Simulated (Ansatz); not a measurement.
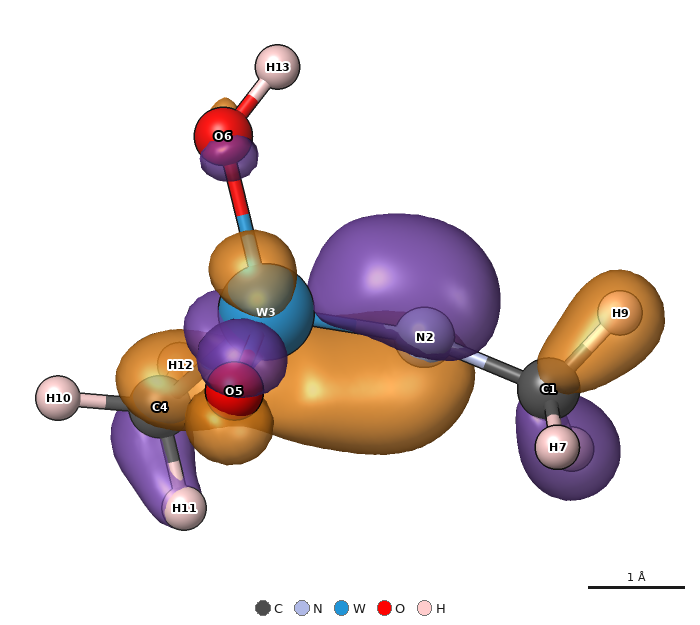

C₂H₇NO₂W (SMILES C[N]=[W]([CH3])(=[O])[OH]). The HOMO−1 at ±0.15 Å⁻³ᐟ² (orange and purple are the two phases), seen at a tilt.

Geometry: PBE0-D4/def2-TZVP; core potentials replace the inner electrons of W.

Method: Ansatz 0.2.0, RKS PBE0-D4/def2-TZVPP.

```yaml
atoms:
  - { symbol: C, position_ang: [-1.3977, -1.1021, 1.5082] }
  - { symbol: N, position_ang: [-0.4363, -0.3084, 0.8296] }
  - { symbol: W, position_ang: [0.0795, 0.8973, -0.3255] }
  - { symbol: C, position_ang: [1.1785, -0.2260, -1.7500] }
  - { symbol: O, position_ang: [-1.2683, 1.5286, -1.1667] }
  - { symbol: O, position_ang: [1.1820, 2.2236, 0.4605] }
  - { symbol: H, position_ang: [-2.4160, -0.8961, 1.1601] }
  - { symbol: H, position_ang: [-1.1867, -2.1642, 1.3450] }
  - { symbol: H, position_ang: [-1.3547, -0.9204, 2.5871] }
  - { symbol: H, position_ang: [1.5392, 0.4399, -2.5404] }
  - { symbol: H, position_ang: [0.5579, -0.9995, -2.2070] }
  - { symbol: H, position_ang: [2.0324, -0.7109, -1.2690] }
  - { symbol: H, position_ang: [1.4902, 2.2382, 1.3679] }
```

Question: Where does this orbital lie, and at what energy?

Answer: Its weight (Hirshfeld) is mainly on N2 (about 40 %), W3 (about 20 %), C4 (about 10 %), C1 (about 10 %) and O5 (about 5 %). Its energy is −7.86 eV.
